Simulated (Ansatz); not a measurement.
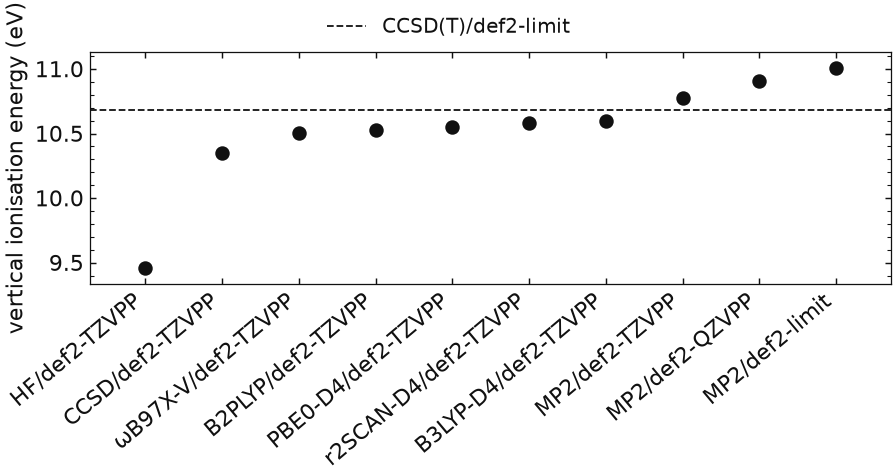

Vertical ionisation energy of COSe, SMILES O=C=[Se], taken as the energy of the cation less that of the neutral at fixed geometry (unrestricted doublet cation, cores frozen in correlated methods, no spin-orbit coupling), the Ansatz code, at a PBE0-D4/def2-TZVP geometry (a minimum by its frequencies). Limit means an estimate of the basis limit from triple and quadruple zeta; for coupled cluster it is either extrapolated directly or built as the MP2 limit plus the step from MP2 in triple zeta. B2PLYP/def2-TZVPP holds a correlation term that converges slowly with the basis, so part of the distance to the limit is basis error. The distance of CCSD/def2-TZVPP, MP2/def2-TZVPP and MP2/def2-QZVPP to the limit includes basis error.

Which level comes closest to the line (CCSD(T)/def2-limit), and which misses most?

Answer. Closest B3LYP-D4/def2-TZVPP (10.60 eV), against 10.68 eV; farthest HF/def2-TZVPP (9.46 eV).

What range do the values span, the line included?

Answer. From 9.46 eV (HF/def2-TZVPP) to 11.01 eV (MP2/def2-limit).

Limits of at least one run: no scalar relativity up to krypton; outer-core shells are correlated without core-valence functions, which makes the correlated values less sure.
